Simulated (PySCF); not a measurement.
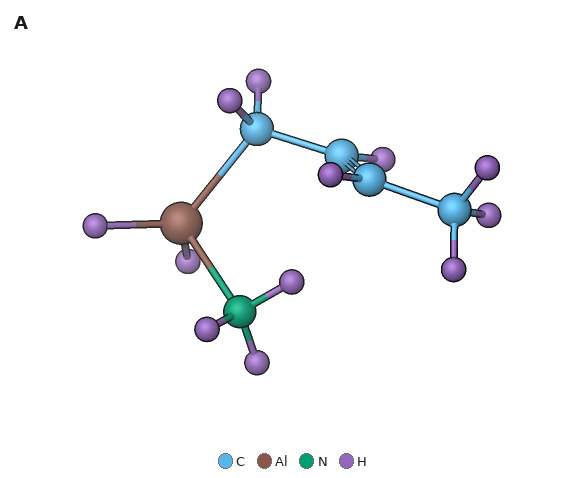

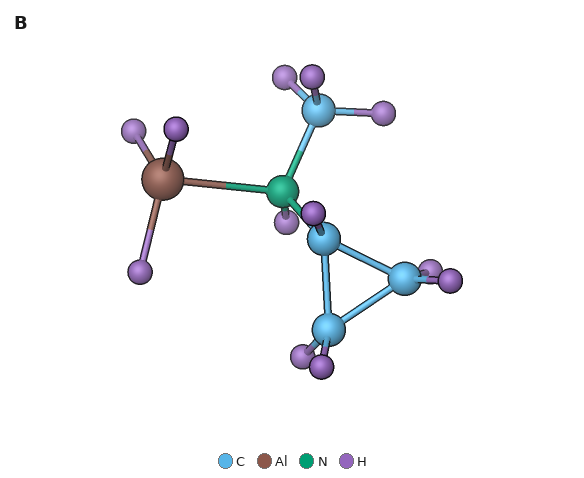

2 stationary structures of one formula. Geometries: GFN2-xTB. Electronic energies: PBE0/pcSseg-1 (PySCF 2.14.0), without zero-point energy. No frequency run is at hand to confirm each as a minimum. Each is one conformer, not always the lowest.

**Rank them by energy, lowest first.**

A is lowest; B lies 1.159 eV above it. A is `C/C=C/[CH2][AlH2-][NH3+]`, B is `C[N@H+]([AlH3-])C1CC1`.

The geometry is semi-empirical. Around Al such bond lengths and angles can be off by a tenth of an ångström or more and by several degrees, and values that hang on the shape move with them.
